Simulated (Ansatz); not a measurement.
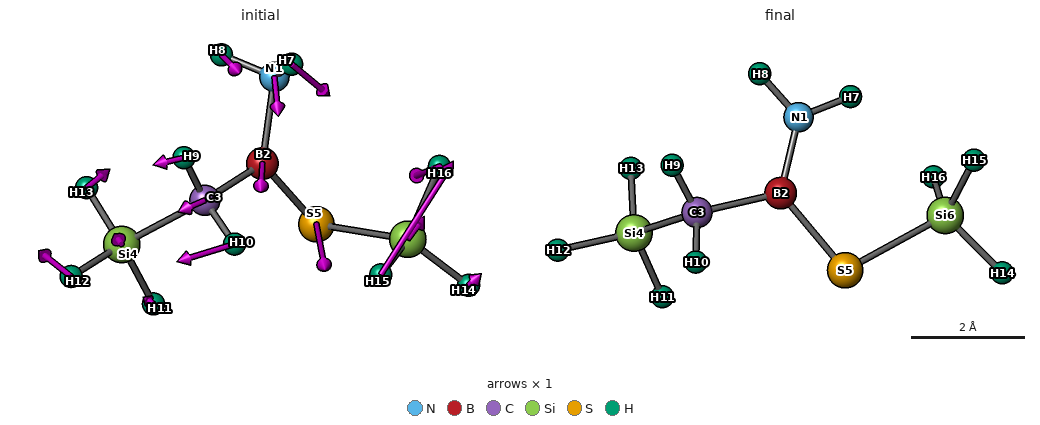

The structure of CH10BNSSi2 before (left) and after (right) a relaxation, at one scale. The purple arrows give the displacements, at their true length.

The picture is a ball-and-stick view, seen face on.

The run prepares the start of a later molecular dynamics calculation, from a guessed geometry.

Theory: RKS BLYP-D4/STO-3G in Ansatz 0.2.0. (no spin polarisation; force threshold 0.02 eV/Å; at most 40 steps)

Q: Summarise the run.

A: H15 moves most after the best rigid fit: 2.48 Å. Largest moves by element: H 2.48 Å, S 2.02 Å, B 1.00 Å, N 0.90 Å, C 0.63 Å, Si 0.59 Å. Some distances before and after: N1–B2 1.560 → 1.416 Å, B2–S5 1.876 → 1.802 Å, Si4–H11 1.523 → 1.455 Å, Si4–H13 1.502 → 1.456 Å. Among the angles between lasting bonds that change: B2–N1–H7 106.9° → 126.3°, B2–N1–H8 104.1° → 122.3°, B2–S5–Si6 92.6° → 102.7°. Groups turn about B2–S5 by about 90°, B2–C3 by about 25°. Over 33 geometry steps the energy falls by 56.6 kcal/mol. Largest force component: 3.3 eV/Å at the start, 0.011 eV/Å at the end.

Limits of the set-up: STO-3G is a minimal basis, so the numbers are rough.
